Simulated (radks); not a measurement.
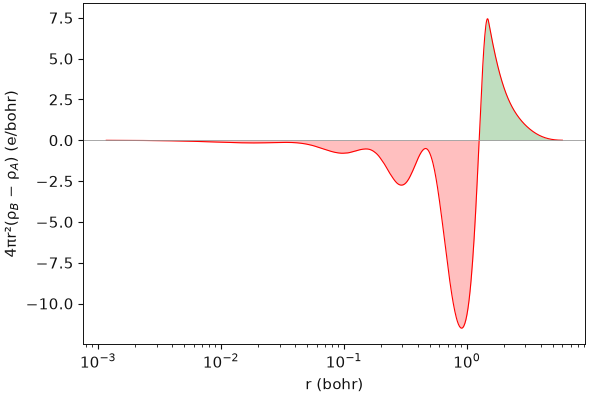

The Tc⁺ ion in [Kr] 4d5 5s1 (high spin) was computed in two surroundings: the hard spherical wall at 1.5 bohr; the hard spherical wall at 6 bohr. All numbers are computed, not measured: scalar-relativistic Kohn-Sham, LDA (Slater exchange, VWN5 correlation), spin-polarised, spherical densities, finite nucleus (the in-house radial solver radks).

The plot shows the radial density of run B less that of run A; on the logarithmic r axis, areas aren't charges.

Assign A and B and describe the change of the density.

Answer. A is the hard spherical wall at 1.5 bohr; B is the hard spherical wall at 6 bohr. B holds 6.2 electrons more than A where the difference is positive (most at r = 1.5 bohr) and 6.2 electrons fewer where it is negative (most at r = 0.91 bohr), with no net change. The tighter surroundings push the outer density inwards. The energy of B less that of A is −1085 eV.
